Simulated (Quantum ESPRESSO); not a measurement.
# Ca2Si (Fm-3m): zone-centre phonons

Aim: the zone-centre modes of Ca2Si (Fm-3m).

Main program and level: Quantum ESPRESSO 7.5; DFT LDA, scalar-relativistic, plane waves, PseudoDojo norm-conserving pseudopotentials.

**1. Set-up**

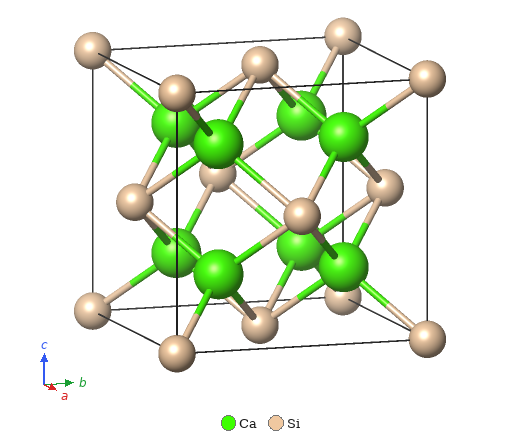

The starting structure, seen slightly off an axis (calcium green, silicon light orange). This picture shows the conventional cell, with its axes. Some periodic images of atoms are drawn too.

**2. A first look**

A cheap run with smearing and empty bands tells whether the crystal has a gap, which decides between fixed occupations and smearing later on.

File probe.in:

```
 &control
    calculation='scf',
    prefix='x',
    outdir='./tmp',
    pseudo_dir='./pseudo',
    tprnfor=.true.,
    tstress=.true.,
    verbosity='high',
 /
 &system
    ibrav=2,
    celldm(1)=13.55021625,
    nat=3,
    ntyp=2,
    ecutwfc=79.0,
    occupations='smearing',
    smearing='gaussian',
    degauss=0.01,
 /
 &electrons
    conv_thr=1.0d-07,
    mixing_beta=0.7,
    electron_maxstep=100,
 /
ATOMIC_SPECIES
 Ca     40.0780  Ca.upf
 Si     28.0850  Si.upf
ATOMIC_POSITIONS crystal
 Ca     0.250000000   0.250000000   0.250000000
 Ca     0.750000000   0.750000000   0.750000000
 Si     0.000000000   0.000000000   0.000000000
K_POINTS automatic
 4 4 4 0 0 0
```

On the command line:

```sh
> OMP_NUM_THREADS=1 mpirun -n 4 pw.x -nk 4 -in probe.in > probe.out
```

What it wrote:

```text
[banners, grids, parts of the stress and lines that vanish by symmetry left out]
Program PWSCF v.7.5
     bravais-lattice index     =            2
     lattice parameter (alat)  =      13.5502  a.u.
[...]
kinetic-energy cutoff     =      79.0000  Ry
     charge density cutoff     =     316.0000  Ry
     scf convergence threshold =      1.0E-07
[...]
Exchange-correlation= SLA  PW   NOGX NOGC
                           (   1   4   0   0   0   0   0)
[...]
48 Sym. Ops., with inversion, found
[...]
(     0          1          0      )
                  (     0          0          1      )
[...]
(  0.0000000  1.0000000  0.0000000 )
                  (  0.0000000  0.0000000  1.0000000 )
[...]
(     1          0         -1      )
                  (     0          0         -1      )
[...]
(     0          1         -1      )
                  (     0          1          0      )
[...]
( -1.0000000  0.0000000  0.0000000 )
                  (  0.0000000  1.0000000  0.0000000 )
[...]
number of k points=     8  Gaussian smearing, width (Ry)=  0.0100
[...]
End of self-consistent calculation
[...]
the Fermi energy is     5.2132 ev
!    total energy              =    -163.32379675 Ry
[...]
convergence has been achieved in   9 iterations
[...]
atom    1 type  1   force =     0.00000000    0.00000000    0.00000000
     atom    2 type  1   force =     0.00000000    0.00000000   -0.00000000
     atom    3 type  2   force =     0.00000000   -0.00000000    0.00000000
[...]
Total force =     0.000000     Total SCF correction =     0.000000
[...]
total   stress  (Ry/bohr**3)                   (kbar)     P=      -26.64
[...]
XML data file, charge density, pseudopotentials, collected wavefunctions

   JOB DONE.
```

Run time: 5.3 s. Hardware: 4 MPI ranks of Arm Neoverse V2, shared host.

Numbers from this step:

* volume per atom: 30.72 Å³
* pressure: -2.664 GPa
* gap on the k-mesh: 0.5001 eV

A gap of 0.50 eV opens on this mesh, so the crystal is taken as an insulator; the start stands at -2.7 GPa.

**3. Relaxation**

The relaxation runs at a cutoff a fifth above that of the response, since stress converges more slowly with the basis than frequencies do. Forces and stress are brought to rest with tight thresholds.

File relax.in:

```
 &control
    calculation='vc-relax',
    prefix='x',
    outdir='./tmp',
    pseudo_dir='./pseudo',
    tprnfor=.true.,
    tstress=.true.,
    forc_conv_thr=2.0d-05,
    etot_conv_thr=1.0d-07,
    nstep=40,
 /
 &system
    ibrav=2,
    celldm(1)=13.55021625,
    nat=3,
    ntyp=2,
    ecutwfc=95,
    occupations='fixed',
    nbnd=14,
 /
 &electrons
    conv_thr=1.0d-11,
    mixing_beta=0.7,
    electron_maxstep=100,
 /
 &ions
 /
 &cell
    press_conv_thr=0.2,
 /
ATOMIC_SPECIES
 Ca     40.0780  Ca.upf
 Si     28.0850  Si.upf
ATOMIC_POSITIONS crystal
 Ca     0.250000000   0.250000000   0.250000000
 Ca     0.750000000   0.750000000   0.750000000
 Si     0.000000000   0.000000000   0.000000000
K_POINTS automatic
 8 8 8 0 0 0
```

On the command line:

```sh
> OMP_NUM_THREADS=1 mpirun -n 4 pw.x -nk 4 -in relax.in > relax.out
```

What it wrote:

```text
[banners, grids, parts of the stress and lines that vanish by symmetry left out]
[banner, memory and clock lines left out]
Program PWSCF v.7.5

[...]
kinetic-energy cutoff     =      95.0000  Ry
     charge density cutoff     =     380.0000  Ry
     scf convergence threshold =      1.0E-11
[...]
energy convergence thresh.=      1.0E-07
     force convergence thresh. =      2.0E-05
     press convergence thresh. =      2.0E-01
     Exchange-correlation= SLA  PW   NOGX NOGC
                           (   1   4   0   0   0   0   0)
[...]
48 Sym. Ops., with inversion, found
[...]
number of k points=    29
[...]
c_bands:  1 eigenvalues not converged
[...]
c_bands:  1 eigenvalues not converged
[...]
End of self-consistent calculation
[...]
highest occupied, lowest unoccupied level (ev):     4.9295    5.4402
!    total energy              =    -163.32490173 Ry
[...]
convergence has been achieved in  15 iterations
[...]
atom    1 type  1   force =     0.00000000    0.00000000    0.00000000
     atom    2 type  1   force =     0.00000000    0.00000000   -0.00000000
     atom    3 type  2   force =     0.00000000    0.00000000    0.00000000
     Total force =     0.000000     Total SCF correction =     0.000000
[...]
total   stress  (Ry/bohr**3)                   (kbar)     P=      -26.41
[...]
number of bfgs steps    =   0
[...]
CELL_PARAMETERS (alat= 13.55021625)
[...]
ATOMIC_POSITIONS (crystal)
Ca               0.2500000000        0.2500000000        0.2500000000
Ca               0.7500000000        0.7500000000        0.7500000000
Si               0.0000000000        0.0000000000        0.0000000000
[...]
New effective cutoffs (rho, wfc):  382.71   95.85
[...]
c_bands:  1 eigenvalues not converged
[...]
End of self-consistent calculation
[...]
highest occupied, lowest unoccupied level (ev):     5.0405    5.5322
!    total energy              =    -163.32627737 Ry
[...]
convergence has been achieved in   7 iterations
[...]
atom    1 type  1   force =    -0.00000000    0.00000000   -0.00000000
     atom    2 type  1   force =     0.00000000   -0.00000000    0.00000000
     atom    3 type  2   force =    -0.00000000    0.00000000   -0.00000000
     Total force =     0.000000     Total SCF correction =     0.000000
[...]
total   stress  (Ry/bohr**3)                   (kbar)     P=      -22.08
[...]
number of bfgs steps    =   1
[...]
WARNING: bfgs curvature condition failed, Theta= 0.966
[...]
CELL_PARAMETERS (alat= 13.55021625)
[...]
ATOMIC_POSITIONS (crystal)
Ca               0.2500000000        0.2500000000        0.2500000000
[...]
New effective cutoffs (rho, wfc):  387.94   97.16
[...]
c_bands:  1 eigenvalues not converged
[...]
End of self-consistent calculation
[...]
highest occupied, lowest unoccupied level (ev):     5.2112    5.6730
!    total energy              =    -163.32784339 Ry
[...]
convergence has been achieved in   8 iterations
[...]
atom    1 type  1   force =    -0.00000000    0.00000000    0.00000000
     atom    2 type  1   force =     0.00000000   -0.00000000   -0.00000000
     atom    3 type  2   force =     0.00000000    0.00000000   -0.00000000
[...]
End of self-consistent calculation
[...]
highest occupied, lowest unoccupied level (ev):     5.5515    5.9518
!    total energy              =    -163.32905041 Ry
[...]
convergence has been achieved in   8 iterations
[...]
atom    1 type  1   force =     0.00000000    0.00000000    0.00000000
     atom    2 type  1   force =     0.00000000    0.00000000    0.00000000
     atom    3 type  2   force =    -0.00000000   -0.00000000    0.00000000
     Total force =     0.000000     Total SCF correction =     0.000000
[...]
total   stress  (Ry/bohr**3)                   (kbar)     P=        0.19
[...]
number of bfgs steps    =   4
[...]
CELL_PARAMETERS (alat= 13.55021625)
[...]
ATOMIC_POSITIONS (crystal)
[...]
New effective cutoffs (rho, wfc):  398.10   99.71
[...]
End of self-consistent calculation
[...]
highest occupied, lowest unoccupied level (ev):     5.5474    5.9484
!    total energy              =    -163.32905059 Ry
[...]
convergence has been achieved in   5 iterations
[...]
atom    1 type  1   force =    -0.00000000   -0.00000000    0.00000000
     atom    2 type  1   force =    -0.00000000    0.00000000   -0.00000000
     atom    3 type  2   force =    -0.00000000   -0.00000000    0.00000000
     Total force =     0.000000     Total SCF correction =     0.000000
[...]
total   stress  (Ry/bohr**3)                   (kbar)     P=       -0.00
[...]
number of bfgs steps    =   5
[...]
small trust_radius: resetting bfgs history
[...]
CELL_PARAMETERS (alat= 13.55021625)
[...]
ATOMIC_POSITIONS (crystal)
[...]
New effective cutoffs (rho, wfc):  398.10   99.71
[...]
End of self-consistent calculation
[...]
highest occupied, lowest unoccupied level (ev):     5.5474    5.9485
!    total energy              =    -163.32905059 Ry
[...]
convergence has been achieved in   2 iterations
[...]
atom    1 type  1   force =    -0.00000000   -0.00000000   -0.00000000
     atom    2 type  1   force =    -0.00000000   -0.00000000    0.00000000
     atom    3 type  2   force =     0.00000000    0.00000000    0.00000000
     Total force =     0.000000     Total SCF correction =     0.000000
[...]
total   stress  (Ry/bohr**3)                   (kbar)     P=       -0.00
[...]
bfgs converged in   7 scf cycles and   6 bfgs steps
[...]
End of BFGS Geometry Optimization
     Final enthalpy           =    -163.3290505858 Ry
     File ./tmp/x.bfgs deleted, as requested
[...]
CELL_PARAMETERS (alat= 13.55021625)
[...]
ATOMIC_POSITIONS (crystal)
[...]
Ca               0.7500000000        0.7500000000        0.7500000000
Si               0.0000000000       -0.0000000000        0.0000000000
[...]
Final scf calculation at the relaxed structure.
[...]
kinetic-energy cutoff     =      95.0000  Ry
     charge density cutoff     =     380.0000  Ry
     scf convergence threshold =      1.0E-13
[...]
press convergence thresh. =      2.0E-01
     Exchange-correlation= SLA  PW   NOGX NOGC
                           (   1   4   0   0   0   0   0)
[...]
48 Sym. Ops., with inversion, found
[...]
number of k points=    29
[...]
c_bands:  2 eigenvalues not converged
[...]
c_bands:  1 eigenvalues not converged
[...]
End of self-consistent calculation
[...]
highest occupied, lowest unoccupied level (ev):     5.5474    5.9485
!    total energy              =    -163.32904850 Ry
[...]
convergence has been achieved in  16 iterations
[...]
atom    1 type  1   force =    -0.00000000   -0.00000000   -0.00000000
     atom    2 type  1   force =     0.00000000    0.00000000    0.00000000
     atom    3 type  2   force =     0.00000000    0.00000000    0.00000000
     Total force =     0.000000     Total SCF correction =     0.000000
[...]
total   stress  (Ry/bohr**3)                   (kbar)     P=       -0.00
[...]
XML data file, charge density, pseudopotentials, collected wavefunctions
```

It took 2.1 min on 4 MPI ranks.

Relaxation path:

| step | energy less that of the first step (eV) | largest force (eV/Å) | pressure (GPa) | volume (Å³) |
| --- | --- | --- | --- | --- |
| 1 | 0.0000 | 0.0000 | -2.64 | 92.17 |
| 2 | -0.0187 | 0.0000 | -2.21 | 90.93 |
| 3 | -0.0400 | 0.0000 | -1.51 | 89.10 |
| 4 | -0.0557 | 0.0000 | -0.33 | 86.40 |
| 5 | -0.0564 | 0.0000 | 0.02 | 85.67 |
| 6 | -0.0564 | 0.0000 | 0.00 | 85.71 |
| 7 | -0.0564 | 0.0000 | 0.00 | 85.71 |
| 8 | -0.0564 | 0.0000 | 0.00 | 85.71 |

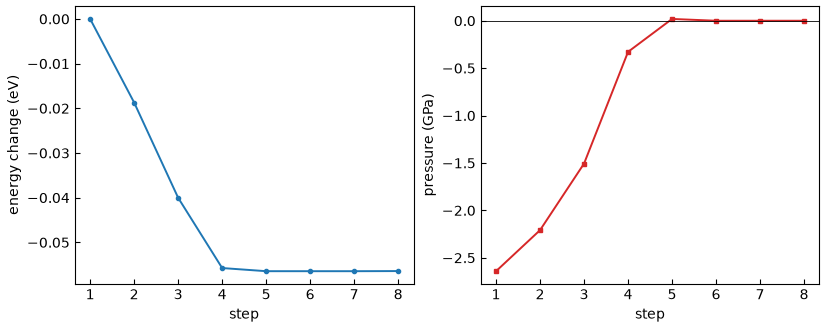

Energy and pressure along the relaxation.

| conventional cell, symmetrised | before | after | change |
| --- | --- | --- | --- |
| a (Å) | 7.170 | 6.999 | -2.4 % |
| b (Å) | 7.170 | 6.999 | -2.4 % |
| c (Å) | 7.170 | 6.999 | -2.4 % |
| volume (Å³/atom) | 30.72 | 28.57 | -7.0 % |

The relaxed structure:

```cif
data_structure
_symmetry_space_group_name_H-M 'P 1'
_symmetry_Int_Tables_number 1
_cell_length_a 4.9490
_cell_length_b 4.9490
_cell_length_c 4.9490
_cell_angle_alpha 60.000
_cell_angle_beta 60.000
_cell_angle_gamma 60.000
_cell_volume 85.71
loop_
_atom_site_label
_atom_site_type_symbol
_atom_site_fract_x
_atom_site_fract_y
_atom_site_fract_z
_atom_site_occupancy
Ca1 Ca 0.25000 0.25000 0.25000 1
Ca2 Ca 0.75000 0.75000 0.75000 1
Si3 Si 0.00000 0.00000 0.00000 1
```

The last row of the table of steps is pw.x's closing run on a basis chosen anew for the final cell, so its energy can jump.

This step gave:

```yaml
volume_per_atom: 28.57 Å³
pressure: 0 GPa
gap_on_the_k_mesh: 0.4011 eV
```

The volume changes by -7.0 % from the cell with which this run began.

**4. Self-consistent run for the response**

Perturbation theory inherits every error of the wavefunctions, so the threshold is set near the limit of the arithmetic. With a gap, occupations are fixed, which also allows the response to an electric field.

File scf.in:

```
 &control
    calculation='scf',
    prefix='x',
    outdir='./tmp',
    pseudo_dir='./pseudo',
    tprnfor=.true.,
    tstress=.true.,
 /
 &system
    ibrav=2,
    celldm(1)=13.22620884,
    nat=3,
    ntyp=2,
    ecutwfc=79.0,
    occupations='fixed',
    nbnd=14,
 /
 &electrons
    conv_thr=1.0d-12,
    mixing_beta=0.7,
    electron_maxstep=100,
 /
ATOMIC_SPECIES
 Ca     40.0780  Ca.upf
 Si     28.0850  Si.upf
ATOMIC_POSITIONS crystal
 Ca     0.250000000   0.250000000   0.250000000
 Ca     0.750000000   0.750000000   0.750000000
 Si     0.000000000   0.000000000   0.000000000
K_POINTS automatic
 8 8 8 0 0 0
```

On the command line:

```sh
> OMP_NUM_THREADS=1 mpirun -n 4 pw.x -nk 4 -in scf.in > scf.out
```

What it wrote:

```text
[banners, grids, parts of the stress and lines that vanish by symmetry left out]
[banner, memory and clock lines left out]
Program PWSCF v.7.5

[...]
kinetic-energy cutoff     =      79.0000  Ry
     charge density cutoff     =     316.0000  Ry
     scf convergence threshold =      1.0E-12
[...]
Exchange-correlation= SLA  PW   NOGX NOGC
                           (   1   4   0   0   0   0   0)
[...]
48 Sym. Ops., with inversion, found
[...]
number of k points=    29
[...]
c_bands:  1 eigenvalues not converged
[...]
c_bands:  1 eigenvalues not converged
     c_bands:  1 eigenvalues not converged
[...]
End of self-consistent calculation
[...]
highest occupied, lowest unoccupied level (ev):     5.5474    5.9485
!    total energy              =    -163.32903026 Ry
[...]
convergence has been achieved in  15 iterations
[...]
atom    1 type  1   force =    -0.00000000   -0.00000000   -0.00000000
     atom    2 type  1   force =     0.00000000    0.00000000    0.00000000
     atom    3 type  2   force =    -0.00000000   -0.00000000    0.00000000
     Total force =     0.000000     Total SCF correction =     0.000000
[...]
total   stress  (Ry/bohr**3)                   (kbar)     P=       -0.01
[...]
XML data file, charge density, pseudopotentials, collected wavefunctions
```

Run time: 25 s. Hardware: 4 MPI ranks.

Read from the output:

| Item | Value |
| --- | --- |
| pressure | -0.001 GPa |

The cell stands at -0.001 GPa, close enough for phonons.

(Continued in part 2 of 4.)

[Host names and launcher messages were left out of these logs when they were recorded.]

[Logs are printed without paths, hosts, clocks, repeated set-up lines and the standing remarks that a program may print on its own settings, such as how far it seeks lower states.]

[Hosts, paths, dates, database ids (printed as entryN), source tags and the programs' standing remarks are cut or masked in the printed files.]
